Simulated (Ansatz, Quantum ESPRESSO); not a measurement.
# Si3Bi (Pm-3m): zone-centre phonons

Wanted: the vibrations of Si3Bi (Pm-3m) at Γ, by two programs.

Main program and level: Quantum ESPRESSO 7.5; DFT LDA, scalar-relativistic, plane waves, PseudoDojo norm-conserving pseudopotentials.

The structure was built from a prototype and need not be the compound's stable phase.

### Step 1. Set-up

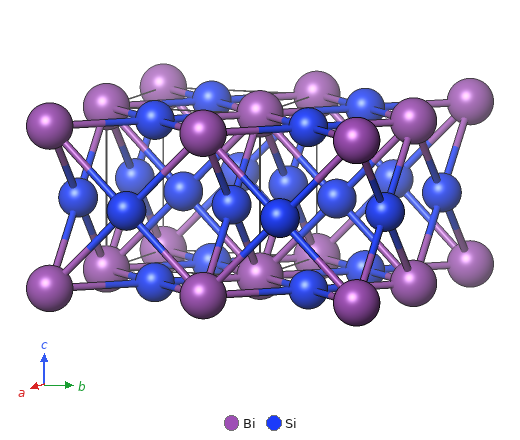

The cell as given, slightly off an axis (bismuth purple, silicon blue). 2×2×1 cells are drawn. Some periodic images of atoms are drawn too.

### Step 2. A probe with smearing

A cheap run with smearing and empty bands tells whether the crystal has a gap, which decides between fixed occupations and smearing later on.

The input, probe.in:

```
&control
   calculation = 'scf'
   prefix = 'x'
   outdir = './tmp'
   pseudo_dir = './pseudo'
   tprnfor = .true.
   tstress = .true.
   verbosity = 'high'
/
&system
   ibrav = 0
   nat = 4
   ntyp = 2
   ecutwfc = 62.0
   occupations = 'smearing'
   smearing = 'gaussian'
   degauss = 0.01
/
&electrons
   conv_thr = 1.0d-07
   mixing_beta = 0.7
   electron_maxstep = 100
/
ATOMIC_SPECIES
 Bi    208.9804  Bi.upf
 Si     28.0850  Si.upf
CELL_PARAMETERS angstrom
     4.178575710    0.000000000    0.000000000
     0.000000000    4.178575710    0.000000000
     0.000000000    0.000000000    4.178575710
ATOMIC_POSITIONS crystal
 Bi     0.000000000   0.000000000   0.000000000
 Si     0.000000000   0.500000000   0.500000000
 Si     0.500000000   0.000000000   0.500000000
 Si     0.500000000   0.500000000   0.000000000
K_POINTS automatic
 4 4 4 0 0 0
```

Command:

```console
> OMP_NUM_THREADS=1 mpirun -n 4 pw.x -nk 4 -in probe.in > probe.out
```

Log:

```text
[banners, grids, parts of the stress and lines that vanish by symmetry left out]
Program PWSCF v.7.5
     Message from routine setup:
     using ibrav=0 with symmetry is DISCOURAGED, use correct ibrav instead
[...]
kinetic-energy cutoff     =      62.0000  Ry
     charge density cutoff     =     248.0000  Ry
     scf convergence threshold =      1.0E-07
[...]
Exchange-correlation= SLA  PW   NOGX NOGC
                           (   1   4   0   0   0   0   0)
[...]
48 Sym. Ops., with inversion, found
[...]
(     0          1          0      )
                  (     0          0          1      )
[...]
(  0.0000000  1.0000000  0.0000000 )
                  (  0.0000000  0.0000000  1.0000000 )
[...]
(     0         -1          0      )
                  (     0          0          1      )
[...]
( -1.0000000  0.0000000  0.0000000 )
                  (  0.0000000  1.0000000  0.0000000 )
[...]
number of k points=    10  Gaussian smearing, width (Ry)=  0.0100
[...]
c_bands:  1 eigenvalues not converged
[...]
End of self-consistent calculation
[...]
the Fermi energy is    11.6086 ev
!    total energy              =    -189.20528135 Ry
[...]
convergence has been achieved in   7 iterations
[...]
atom    1 type  1   force =     0.00000000    0.00000000    0.00000000
     atom    2 type  2   force =     0.00000000    0.00000000    0.00000000
     atom    3 type  2   force =     0.00000000    0.00000000    0.00000000
     atom    4 type  2   force =     0.00000000    0.00000000    0.00000000
[...]
Total force =     0.000000     Total SCF correction =     0.000000
[...]
total   stress  (Ry/bohr**3)                   (kbar)     P=       48.17
[...]
XML data file, charge density, pseudopotentials, collected wavefunctions

   JOB DONE.
```

Run time: 3.4 s. Hardware: 4 MPI ranks of Arm Neoverse V2, shared host; 13 s of CPU time.

Read from the output:

* volume per atom: 18.24 Å³
* pressure: 4.817 GPa
* gap on the k-mesh: 0 eV

No gap opens on this mesh, so smearing is kept; the start stands at 4.8 GPa.

### Step 3. Relaxation

Frequencies change by per cents with a per cent of volume, so the structure is first brought to rest at this level of theory.

The input, relax.in:

```
&control
   calculation = 'vc-relax'
   prefix = 'x'
   outdir = './tmp'
   pseudo_dir = './pseudo'
   tprnfor = .true.
   tstress = .true.
   forc_conv_thr = 2.0d-05
   etot_conv_thr = 1.0d-07
   nstep = 40
/
&system
   ibrav = 0
   nat = 4
   ntyp = 2
   ecutwfc = 62.0
   occupations = 'smearing'
   smearing = 'mv'
   degauss = 0.02
/
&electrons
   conv_thr = 1.0d-11
   mixing_beta = 0.7
   electron_maxstep = 100
/
&ions
/
&cell
   press_conv_thr = 0.2
/
ATOMIC_SPECIES
 Bi    208.9804  Bi.upf
 Si     28.0850  Si.upf
CELL_PARAMETERS angstrom
     4.178575710    0.000000000    0.000000000
     0.000000000    4.178575710    0.000000000
     0.000000000    0.000000000    4.178575710
ATOMIC_POSITIONS crystal
 Bi     0.000000000   0.000000000   0.000000000
 Si     0.000000000   0.500000000   0.500000000
 Si     0.500000000   0.000000000   0.500000000
 Si     0.500000000   0.500000000   0.000000000
K_POINTS automatic
 8 8 8 0 0 0
```

Command:

```console
> OMP_NUM_THREADS=1 mpirun -n 4 pw.x -nk 4 -in relax.in > relax.out
```

Log:

```text
[banners, grids, parts of the stress and lines that vanish by symmetry left out]
[banner, memory and clock lines left out]
Program PWSCF v.7.5

[...]
kinetic-energy cutoff     =      62.0000  Ry
     charge density cutoff     =     248.0000  Ry
     scf convergence threshold =      1.0E-11
[...]
energy convergence thresh.=      1.0E-07
     force convergence thresh. =      2.0E-05
     press convergence thresh. =      2.0E-01
     Exchange-correlation= SLA  PW   NOGX NOGC
                           (   1   4   0   0   0   0   0)
[...]
48 Sym. Ops., with inversion, found
[...]
number of k points=    35  Marzari-Vanderbilt smearing, width (Ry)=  0.0200
[...]
End of self-consistent calculation
[...]
the Fermi energy is    11.4725 ev
!    total energy              =    -189.20859504 Ry
[...]
convergence has been achieved in  11 iterations
[...]
atom    1 type  1   force =     0.00000000    0.00000000    0.00000000
     atom    2 type  2   force =     0.00000000    0.00000000    0.00000000
     atom    3 type  2   force =     0.00000000    0.00000000    0.00000000
     atom    4 type  2   force =     0.00000000    0.00000000    0.00000000
     Total force =     0.000000     Total SCF correction =     0.000000
[...]
total   stress  (Ry/bohr**3)                   (kbar)     P=       41.97
[...]
number of bfgs steps    =   0
[...]
CELL_PARAMETERS (angstrom)
[...]
ATOMIC_POSITIONS (crystal)
Bi               0.0000000000        0.0000000000        0.0000000000
Si               0.0000000000        0.5000000000        0.5000000000
Si               0.5000000000        0.0000000000        0.5000000000
Si               0.5000000000        0.5000000000        0.0000000000
[...]
New effective cutoffs (rho, wfc):  243.44   61.12
[...]
End of self-consistent calculation
[...]
the Fermi energy is    11.1508 ev
!    total energy              =    -189.21091029 Ry
[...]
convergence has been achieved in   7 iterations
[...]
atom    1 type  1   force =     0.00000000    0.00000000    0.00000000
     atom    2 type  2   force =     0.00000000    0.00000000    0.00000000
     atom    3 type  2   force =     0.00000000    0.00000000    0.00000000
     atom    4 type  2   force =     0.00000000    0.00000000    0.00000000
     Total force =     0.000000     Total SCF correction =     0.000000
[...]
total   stress  (Ry/bohr**3)                   (kbar)     P=       22.61
[...]
number of bfgs steps    =   1
[...]
CELL_PARAMETERS (angstrom)
[...]
ATOMIC_POSITIONS (crystal)
[...]
New effective cutoffs (rho, wfc):  239.69   60.18
[...]
End of self-consistent calculation
[...]
the Fermi energy is    10.8058 ev
!    total energy              =    -189.21194564 Ry
[...]
convergence has been achieved in   9 iterations
[...]
atom    1 type  1   force =     0.00000000    0.00000000    0.00000000
     atom    2 type  2   force =     0.00000000    0.00000000    0.00000000
     atom    3 type  2   force =     0.00000000    0.00000000    0.00000000
     atom    4 type  2   force =     0.00000000    0.00000000    0.00000000
     Total force =     0.000000     Total SCF correction =     0.000000
[...]
total   stress  (Ry/bohr**3)                   (kbar)     P=        3.51
[...]
number of bfgs steps    =   2
[...]
CELL_PARAMETERS (angstrom)
[...]
ATOMIC_POSITIONS (crystal)
[...]
New effective cutoffs (rho, wfc):  239.00   60.01
[...]
End of self-consistent calculation
[...]
the Fermi energy is    10.7421 ev
!    total energy              =    -189.21197355 Ry
[...]
convergence has been achieved in   7 iterations
[...]
atom    1 type  1   force =     0.00000000    0.00000000    0.00000000
     atom    2 type  2   force =     0.00000000    0.00000000    0.00000000
     atom    3 type  2   force =     0.00000000    0.00000000    0.00000000
     atom    4 type  2   force =     0.00000000    0.00000000    0.00000000
     Total force =     0.000000     Total SCF correction =     0.000000
[...]
total   stress  (Ry/bohr**3)                   (kbar)     P=        0.17
[...]
number of bfgs steps    =   3
[...]
CELL_PARAMETERS (angstrom)
[...]
ATOMIC_POSITIONS (crystal)
[...]
New effective cutoffs (rho, wfc):  238.97   60.00
[...]
End of self-consistent calculation
[...]
the Fermi energy is    10.7389 ev
!    total energy              =    -189.21197362 Ry
[...]
convergence has been achieved in   5 iterations
[...]
atom    1 type  1   force =     0.00000000    0.00000000    0.00000000
     atom    2 type  2   force =     0.00000000    0.00000000    0.00000000
     atom    3 type  2   force =     0.00000000    0.00000000    0.00000000
     atom    4 type  2   force =     0.00000000    0.00000000    0.00000000
     Total force =     0.000000     Total SCF correction =     0.000000
[...]
total   stress  (Ry/bohr**3)                   (kbar)     P=        0.00
[...]
bfgs converged in   5 scf cycles and   4 bfgs steps
[...]
End of BFGS Geometry Optimization
     Final enthalpy           =    -189.2119736188 Ry
     File ./tmp/x.bfgs deleted, as requested
[...]
CELL_PARAMETERS (angstrom)
[...]
ATOMIC_POSITIONS (crystal)
[...]
Si               0.5000000000        0.0000000000        0.5000000000
Si               0.5000000000        0.5000000000        0.0000000000
[...]
Final scf calculation at the relaxed structure.
[...]
kinetic-energy cutoff     =      62.0000  Ry
     charge density cutoff     =     248.0000  Ry
     scf convergence threshold =      1.0E-13
[...]
press convergence thresh. =      2.0E-01
     Exchange-correlation= SLA  PW   NOGX NOGC
                           (   1   4   0   0   0   0   0)
[...]
48 Sym. Ops., with inversion, found
[...]
number of k points=    35  Marzari-Vanderbilt smearing, width (Ry)=  0.0200
[...]
c_bands:  1 eigenvalues not converged
[...]
End of self-consistent calculation
[...]
the Fermi energy is    10.7389 ev
!    total energy              =    -189.21221156 Ry
[...]
convergence has been achieved in  11 iterations
[...]
atom    1 type  1   force =     0.00000000    0.00000000    0.00000000
     atom    2 type  2   force =     0.00000000    0.00000000    0.00000000
     atom    3 type  2   force =     0.00000000    0.00000000    0.00000000
     atom    4 type  2   force =     0.00000000    0.00000000    0.00000000
     Total force =     0.000000     Total SCF correction =     0.000000
[...]
total   stress  (Ry/bohr**3)                   (kbar)     P=        0.92
[...]
XML data file, charge density, pseudopotentials, collected wavefunctions
```

The job ended after 55 s (4 MPI ranks).

Step by step:

| step | energy less that of the first step (eV) | largest force (eV/Å) | pressure (GPa) | volume (Å³) |
| --- | --- | --- | --- | --- |
| 1 | 0.0000 | 0.0000 | 4.20 | 72.96 |
| 2 | -0.0315 | 0.0000 | 2.26 | 74.53 |
| 3 | -0.0456 | 0.0000 | 0.35 | 76.29 |
| 4 | -0.0460 | 0.0000 | 0.02 | 76.62 |
| 5 | -0.0460 | 0.0000 | 0.00 | 76.64 |
| 6 | -0.0492 | 0.0000 | 0.09 | 76.64 |

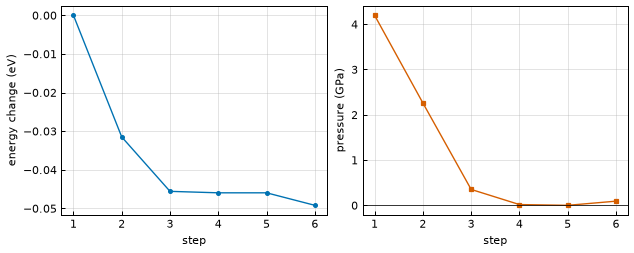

Energy and pressure along the relaxation.

| conventional cell, symmetrised | before | after | change |
| --- | --- | --- | --- |
| a (Å) | 4.179 | 4.248 | +1.7 % |
| b (Å) | 4.179 | 4.248 | +1.7 % |
| c (Å) | 4.179 | 4.248 | +1.7 % |
| volume (Å³/atom) | 18.24 | 19.16 | +5.0 % |

The last row of the table of steps is pw.x's closing run on a basis chosen anew for the final cell, so its energy can jump.

Read from the output:

```yaml
volume_per_atom: 19.16 Å³
pressure: 0.09200 GPa
```

The volume changes by +5.0 % from the cell with which this run began.

### Step 4. Self-consistent run for the response

Perturbation theory inherits every error of the wavefunctions, so the threshold is set near the limit of the arithmetic. Smearing stays on, as the first look found no gap above 0.3 eV.

The input, scf.in:

```
&control
   calculation = 'scf'
   prefix = 'x'
   outdir = './tmp'
   pseudo_dir = './pseudo'
   tprnfor = .true.
   tstress = .true.
/
&system
   ibrav = 0
   nat = 4
   ntyp = 2
   ecutwfc = 62.0
   occupations = 'smearing'
   smearing = 'mv'
   degauss = 0.02
/
&electrons
   conv_thr = 1.0d-12
   mixing_beta = 0.7
   electron_maxstep = 100
/
ATOMIC_SPECIES
 Bi    208.9804  Bi.upf
 Si     28.0850  Si.upf
CELL_PARAMETERS angstrom
     4.247609487    0.000000000    0.000000000
     0.000000000    4.247609487    0.000000000
     0.000000000    0.000000000    4.247609487
ATOMIC_POSITIONS crystal
 Bi     0.000000000   0.000000000   0.000000000
 Si     0.000000000   0.500000000   0.500000000
 Si     0.500000000   0.000000000   0.500000000
 Si     0.500000000   0.500000000   0.000000000
K_POINTS automatic
 8 8 8 0 0 0
```

Command:

```console
> OMP_NUM_THREADS=1 mpirun -n 4 pw.x -nk 4 -in scf.in > scf.out
```

Log:

```text
[banners, grids, parts of the stress and lines that vanish by symmetry left out]
[banner, memory and clock lines left out]
Program PWSCF v.7.5

[...]
kinetic-energy cutoff     =      62.0000  Ry
     charge density cutoff     =     248.0000  Ry
     scf convergence threshold =      1.0E-12
[...]
Exchange-correlation= SLA  PW   NOGX NOGC
                           (   1   4   0   0   0   0   0)
[...]
48 Sym. Ops., with inversion, found
[...]
number of k points=    35  Marzari-Vanderbilt smearing, width (Ry)=  0.0200
[...]
End of self-consistent calculation
[...]
the Fermi energy is    10.7389 ev
!    total energy              =    -189.21221156 Ry
[...]
convergence has been achieved in  12 iterations
[...]
atom    1 type  1   force =     0.00000000    0.00000000    0.00000000
     atom    2 type  2   force =     0.00000000    0.00000000    0.00000000
     atom    3 type  2   force =     0.00000000    0.00000000    0.00000000
     atom    4 type  2   force =     0.00000000    0.00000000    0.00000000
     Total force =     0.000000     Total SCF correction =     0.000000
[...]
total   stress  (Ry/bohr**3)                   (kbar)     P=        0.92
[...]
XML data file, charge density, pseudopotentials, collected wavefunctions
```

Wall time 16 s (4 MPI ranks); 65 s of CPU time.

The cell stands at 0.092 GPa, close enough for phonons.

(Continued in part 2 of 3.)

[Host names and launcher messages were left out of these logs when they were recorded.]

[Logs are printed without paths, hosts, clocks, repeated set-up lines and the standing remarks that a program may print on its own settings, such as how far it seeks lower states.]

[Hosts, paths, dates, database ids (printed as entryN), source tags and the programs' standing remarks are cut or masked in the printed files.]
